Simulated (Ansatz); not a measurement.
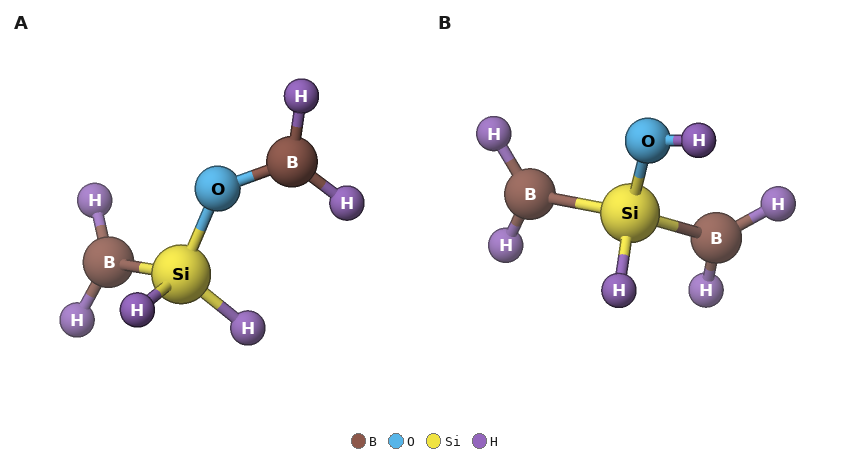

2 stationary structures of one formula. Geometries: PBE0-D4/def2-TZVP. Electronic energies: CCSD(T)/CBS (MP2 limit from def2-TZVPP and def2-QZVPP plus CCSD(T) − MP2) (Ansatz 0.2.0), without zero-point energy. Each is one conformer, not always the lowest.

### How are they related?

They are constitutional isomers of B2H6OSi: A `BO[SiH2]B`, B `B[SiH](B)O`.

### Which is lowest in energy, and by how much?

A is lowest (a minimum); B lies 160.1 kJ/mol above it (a minimum).

Give E(B) − E(A) in kJ/mol at these levels too: ωB97M-V/def2-TZVPP; ωB97M-V/def2-QZVPP; BHLYP-D4/def2-TZVPP; r2SCAN-D4/def2-TZVPP; CCSD(T)/CBS (MP2 limit from def2-TZVPP and def2-QZVPP plus CCSD(T) − MP2); r2SCANh-D4/def2-TZVPP; RHF-CCSD(T) (frozen core)/def2-SVP; BLYP-D4/def2-TZVPP.

```json
{"level": "ωB97M-V/def2-TZVPP", "E(B) − E(A) (kJ/mol)": "+163.9"}
{"level": "ωB97M-V/def2-QZVPP", "E(B) − E(A) (kJ/mol)": "+163.6"}
{"level": "BHLYP-D4/def2-TZVPP", "E(B) − E(A) (kJ/mol)": "+169.9"}
{"level": "r2SCAN-D4/def2-TZVPP", "E(B) − E(A) (kJ/mol)": "+155.0"}
{"level": "CCSD(T)/CBS (MP2 limit from def2-TZVPP and def2-QZVPP plus CCSD(T) − MP2)", "E(B) − E(A) (kJ/mol)": "+160.1"}
{"level": "r2SCANh-D4/def2-TZVPP", "E(B) − E(A) (kJ/mol)": "+156.5"}
{"level": "RHF-CCSD(T) (frozen core)/def2-SVP", "E(B) − E(A) (kJ/mol)": "+184.6"}
{"level": "BLYP-D4/def2-TZVPP", "E(B) − E(A) (kJ/mol)": "+159.6"}
```
